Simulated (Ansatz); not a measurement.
```
Al Ga As
1.0
     4.05624    0.00000    0.00000
     0.00000    4.05624    0.00000
     0.00000    0.00000   28.66959
Al Ga As
6 4 10
Direct
  0.50000 0.50000 0.00000
  0.00000 0.00000 0.50000
  0.50000 0.50000 0.20009
  0.00000 0.00000 0.70009
  0.00000 0.00000 0.29991
  0.50000 0.50000 0.79991
  0.50000 0.50000 0.39995
  0.00000 0.00000 0.89995
  0.00000 0.00000 0.10005
  0.50000 0.50000 0.60005
  0.00000 0.50000 0.04971
  0.50000 0.00000 0.54971
  0.50000 0.00000 0.15038
  0.00000 0.50000 0.65038
  0.00000 0.50000 0.25000
  0.50000 0.00000 0.75000
  0.50000 0.00000 0.34962
  0.00000 0.50000 0.84962
  0.00000 0.50000 0.45029
  0.50000 0.00000 0.95029
```

Space group I-4m2; a structure generated by program, which may or may not match a known phase.

All numbers below come from DFT PBE, scalar-relativistic, plane waves, PAW in Ansatz.

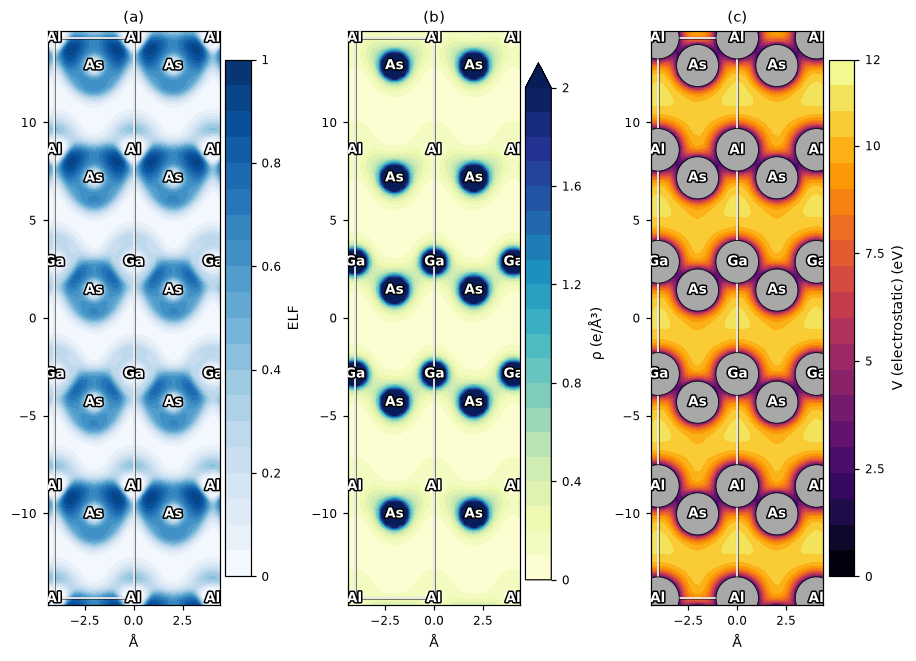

Al3Ga2As5. (a) ELF; (b) valence charge density (pseudo); (c) electrostatic potential (local pseudopotential plus Hartree) felt by an electron on the (100) plane of the conventional cell. Grey discs cover the atomic cores in the potential map.

**Interpret the plot.**

The plane passes through Al, Ga and As nuclei.
Al–As (2.48 Å): ρ is about 0.47 e/Å³ halfway; the ELF peaks at about 0.95 between the atoms; localised, covalent bonding.
Ga–As (2.49 Å): ρ is about 0.47 e/Å³ halfway; the ELF peaks at about 0.80 between the atoms, as expected for a covalent bond.
Between the atoms the lowest density in this plane is 0.008 e/Å³.
Outside the cores the potential energy rises away from the atoms and is highest about 2.4 Å from the nearest atoms; its zero is arbitrary.
